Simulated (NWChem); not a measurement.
**ZnN2H4 (SMILES [NH2][Zn][NH2]) at CISD/6-31G**

What is the vertical ionisation energy of ZnN2H4 at CISD/6-31G? 

The results are computed with NWChem 7.3.0.

2 further runs of the same task are left out: 1 that didn't finish, 1 set aside as unsound or not needed.

**1. The structure to begin with**

ZnN2H4 has 7 atoms, charge 0, and is taken as a singlet. As SMILES, `[NH2][Zn][NH2]`. Geometry: relaxed at PBE0-D4/def2-TZVP.

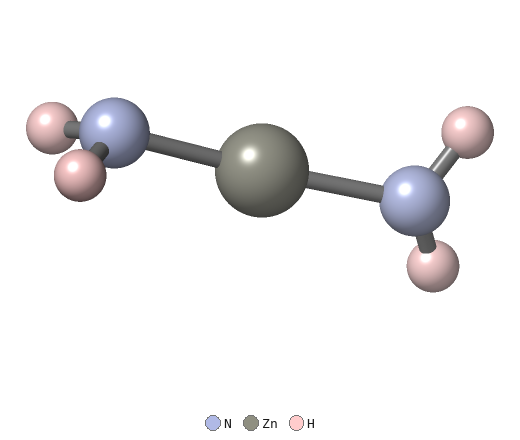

The structure, seen from a chosen angle (nitrogen light blue, zinc grey, hydrogen pink).

**2. A single-point energy at CISD/6-31G**

Input file h4n2zn.xyz:

```xyz
7

N     -1.437000    -0.173500    -1.094500
Zn     0.028100    -0.008500    -0.042300
N      1.594300     0.125900     0.857500
H     -2.312300    -0.407600    -0.649200
H     -1.611800     0.549600    -1.777200
H      2.146900    -0.711500     0.971000
H      1.591800     0.625600     1.734700
```

Input file h4n2zn.nw:

```
start h4n2zn
memory total 2200 mb
geometry units angstroms noautosym nocenter noautoz
   load h4n2zn.xyz
end
basis
   * library 6-31G
end
scf
   maxiter 60
end
tce
   scf
   cisd
   freeze core 7
   maxiter 100
end
task tce energy
```

Started as:

```sh
$ nwchem h4n2zn.nw > h4n2zn.out
```

Log, cut to the lines that bear on the results:

```text
[...]
  functions       =    55
[...]
  wavefunction    = RHF
[...]
         Total SCF energy =  -1888.685470670173
      One-electron energy =  -2984.393681467454
      Two-electron energy =    920.629943152168
 Nuclear repulsion energy =    175.078267645113
        Time for solution =      5.8s
[...]
         Wavefunction type : Restricted Hartree-Fock
          No. of electrons :    48
[...]
         Spin multiplicity : singlet
[...]
```

It took 13 s on 1 thread of Intel Xeon Platinum 8488C (Sapphire Rapids), shared host; peak memory 0.3 GiB.

**3. The doublet cation, same level**

Edit h4n2zn.xyz of step 2 so:

```diff
@@ -1,3 +1,3 @@
 7
-
+H4N2Zn
 N     -1.437000    -0.173500    -1.094500
```

Input file h4n2zn.nw:

```
start h4n2zn
title "H4N2Zn"
memory 2200 mb
charge 1

geometry units angstroms noautosym nocenter noautoz
 load format xyz h4n2zn.xyz
end

basis "ao basis"
 * library 6-31G
end

scf
 doublet
 uhf
 maxiter 80
 print medium
end

tce
 scf
 cisd
 freeze core 7
 maxiter 100
end

task tce energy
```

Started as:

```sh
$ nwchem h4n2zn.nw > h4n2zn.out
```

Log, cut to the lines that bear on the results:

```text
[...]
  functions       =    55
[...]
  wavefunction    = UHF
[...]
         Total SCF energy =  -1888.406786698105
      One electron energy =  -2971.973813373127
      Two electron energy =    908.488759029908
 Nuclear repulsion energy =    175.078267645113
                       Sz =      0.5000
                 Sz(Sz+1) =      0.7500
                      S^2 =      0.7574
[...]
         Wavefunction type : Unrestricted Hartree-Fock
          No. of electrons :    47
[...]
         Spin multiplicity : doublet
[...]
```

It took 30 s on 1 thread of Intel Xeon Platinum 8488C (Sapphire Rapids), shared host; peak memory 0.33 GiB.

**4. Results**

Level: CISD/6-31G, 7 core orbitals frozen.

| quantity | value |
| --- | --- |
| singlet ZnN2H4: total energy | -1889.11813 Eh |
| singlet ZnN2H4: HOMO energy (Hartree–Fock orbitals) | -9.85 eV |
| singlet ZnN2H4: LUMO energy (Hartree–Fock orbitals) | 2.38 eV |
| singlet ZnN2H4: HOMO–LUMO gap (Hartree–Fock orbitals) | 12.22 eV |
| singlet ZnN2H4: correlation energy (7 core orbitals frozen) | -432.7 mEh |
| doublet cation: total energy | -1888.81688 Eh |
| doublet cation: HOMO energy (Hartree–Fock orbitals) (highest over α and β) | -14.38 eV |
| doublet cation: LUMO energy (Hartree–Fock orbitals) (lowest over α and β) | -6.00 eV |
| doublet cation: correlation energy (7 core orbitals frozen) | -410.1 mEh |
| vertical ionisation energy (to the doublet cation) | 8.197 eV |

The vertical ionisation energy comes to 8.20 eV (791 kJ/mol). Mulliken charges (singlet ZnN2H4) run from -1.14 on N1 to +1.01 on Zn2; they depend strongly on the basis.
